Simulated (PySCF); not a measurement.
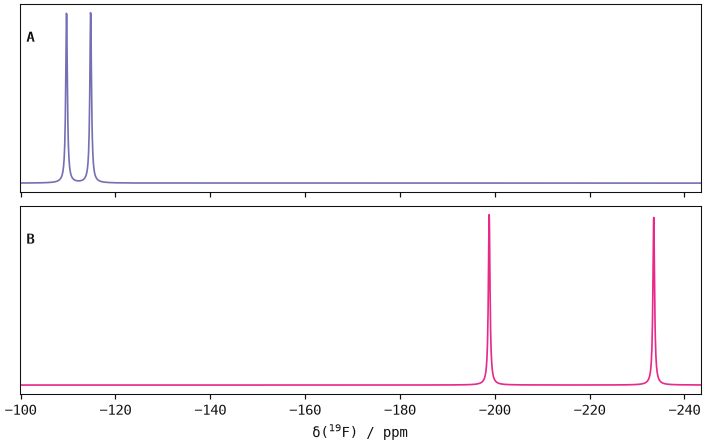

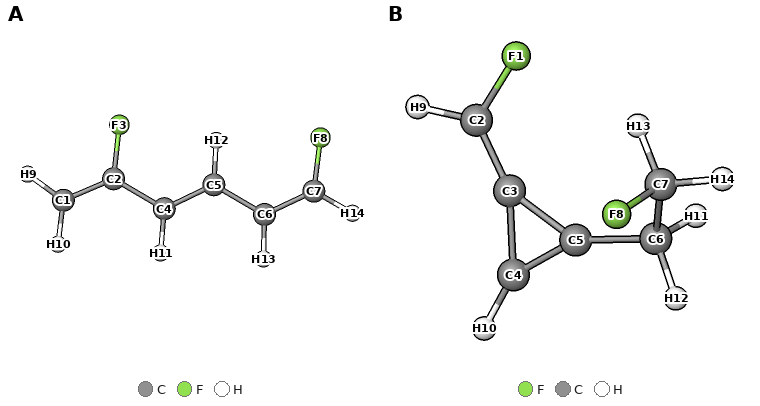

Related molecules: A is C₆H₆F₂, SMILES C=C(F)/C=C/C=C\F; B is C₆H₆F₂, SMILES F/C=C1C=C/1CCF. GIAO ¹⁹F shifts against CFCl₃ (¹⁹F: this reference is a hard case for the method, so all values can be off together by tens of ppm, and differences between signals are safer), B3LYP/pcSseg-1 with PySCF, at a PBE0-D3(BJ)/def2-SVP geometry (no frequency check); fully decoupled, line heights follow the number of nuclei within a panel, widths are arbitrary (no quadrupolar broadening); values of one conformer, averaged over nuclei that symmetry or rotation about single bonds exchange, these motions taken as fast; other conformers aren't averaged in.

Assign the ¹⁹F signals of each molecule.

A: −109.7 (F8); −114.8 (F3)
B: −198.8 (F1); −233.5 (F8)
